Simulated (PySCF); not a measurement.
# [NO2]+ (SMILES O=[N+]=O): levels of theory compared

Aim: a comparison of 6 runs (BLYP/def2-TZVPPD, CAM-B3LYP/def2-TZVPPD, M06-L/def2-TZVPPD, SVWN5/def2-TZVPPD, r2SCAN/def2-TZVPPD, revPBE/def2-TZVPPD) of [NO2]+. The job is set up through a Python script.

The calculation is run with PySCF 2.14.0.

2 further runs of the same task are left out: 2 set aside as unsound or not needed.

## Step 1: Starting point

[NO2]+ has 3 atoms, charge +1, and is taken as a singlet. As SMILES, `O=[N+]=O`. The O1–N2 distance was set to 1.665 Å, away from the relaxed value.

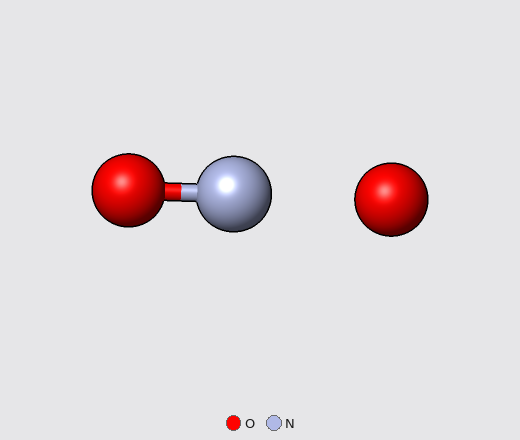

Viewed from a chosen angle; oxygen red, nitrogen light blue.

## Step 2: A single-point energy at BLYP/def2-TZVPPD (run 1)

input.py

```python
from pyscf import gto, dft

system = gto.M(
    atom='''
O   -0.859484   1.390565  -0.314377
N   -0.000010  -0.000010   0.000000
O    0.572990  -0.927010   0.209580
''',
    basis='def2-tzvppd',
    max_memory=1860,
    verbose=3,
    spin=0,
    charge=1,
)

myscf = dft.RKS(system)
myscf.xc = 'blyp'
myscf.conv_tol = 1e-10
myscf.grids.level = 5
myscf.kernel()
if not myscf.converged:
    myscf = myscf.newton().run(myscf.mo_coeff, myscf.mo_occ)

e_final = myscf.e_tot
print('E(%s) = %.9f' % ('BLYP', e_final))
```

The run is started by

```
$ OMP_NUM_THREADS=1 python input.py
```

The program printed:

```text
converged SCF energy = -204.669286044021
E(BLYP) = -204.669286044
```

It took 14 s on 1 thread of Arm Neoverse V1, shared host; peak memory 0.61 GiB.

## Step 3: The energy at CAM-B3LYP/def2-TZVPPD (run 2)

calc.py

```python
from pyscf import gto, dft

mol = gto.Mole()
mol.atom = [
    ('O', (-0.859484, 1.390565, -0.314377)),
    ('N', (-0.000010, -0.000010, -0.000000)),
    ('O', (0.572990, -0.927010, 0.209580)),
]
mol.charge = 1
mol.verbose = 3
mol.basis = 'def2-tzvppd'
mol.max_memory = 1860
mol.build()

myscf = dft.RKS(mol)
myscf.xc = 'cam-b3lyp'
myscf.conv_tol = 1e-10
myscf.grids.level = 5
myscf.kernel()
if not myscf.converged:
    myscf = myscf.newton().run(myscf.mo_coeff, myscf.mo_occ)

e_tot = myscf.e_tot
print('Final energy', e_tot)
```

The run is started by

```
$ OMP_NUM_THREADS=1 python calc.py
```

The program printed:

```text
converged SCF energy = -204.567301095823
Final energy -204.5673010958226
```

Wall time 26 s (1 thread of Arm Neoverse V1, shared host); peak memory 0.61 GiB.

Runs 3 to 5 aren't shown in full; the table further down has their settings and results.

## Step 4: A single-point energy at revPBE/def2-TZVPPD (run 6)

run.py

```python
from pyscf import gto, dft

mol = gto.Mole()
mol.atom = '''
O   -0.859484   1.390565  -0.314377
N   -0.000010  -0.000010   0.000000
O    0.572990  -0.927010   0.209580
'''
mol.charge = 1
mol.verbose = 4
mol.spin = 0
mol.basis = 'def2-tzvppd'
mol.max_memory = 1860
mol.build()

calc0 = dft.RKS(mol, xc='revpbe')
calc0.grids.level = 5
calc0.conv_tol = 1e-10
calc0.kernel()
if not calc0.converged:
    calc0 = calc0.newton().run(calc0.mo_coeff, calc0.mo_occ)

energy = calc0.e_tot
print('E = %.10f Eh' % energy)
```

The run is started by

```
$ OMP_NUM_THREADS=1 python run.py
```

The program printed:

```text
PySCF version 2.14.0

[... 79 lines left out ...]
converged SCF energy = -204.630234180779
E = -204.6302341808 Eh
```

It took 14 s on 1 thread of Arm Neoverse V1, shared host; peak memory 0.61 GiB.

## Step 5: Overview of the runs

| run | level | energy (Eh) | HOMO energy (eV) | LUMO energy (eV) | HOMO–LUMO gap (eV) | wall time |
| --- | --- | --- | --- | --- | --- | --- |
| 1 | BLYP/def2-TZVPPD | -204.669286 | -17.02 | -15.00 | 2.02 | 14 s |
| 2 | CAM-B3LYP/def2-TZVPPD | -204.567301 | -19.98 | -11.82 | 8.16 | 26 s |
| 3 | M06-L/def2-TZVPPD | -204.640569 | -17.16 | -14.34 | 2.82 | 32 s |
| 4 | SVWN5/def2-TZVPPD | -203.172294 | -17.30 | -15.48 | 1.82 | 11 s |
| 5 | r2SCAN/def2-TZVPPD | -204.556399 | -17.39 | -14.68 | 2.71 | 30 s |
| 6 | revPBE/def2-TZVPPD | -204.630234 | -16.99 | -14.99 | 2.00 | 14 s |

## Step 6: What came out

| quantity | value |
| --- | --- |
| run 6: total energy | -204.63023 Eh |
| run 6: HOMO energy | -16.99 eV |
| run 6: LUMO energy | -14.99 eV |
| run 6: HOMO–LUMO gap | 2.00 eV |

**Reading.** The HOMO–LUMO gap runs from 1.82 eV (SVWN5/def2-TZVPPD) to 8.16 eV (CAM-B3LYP/def2-TZVPPD). Totals of different functionals can't be ranked against each other. All runs together took 2.1 min, the longest 32 s.
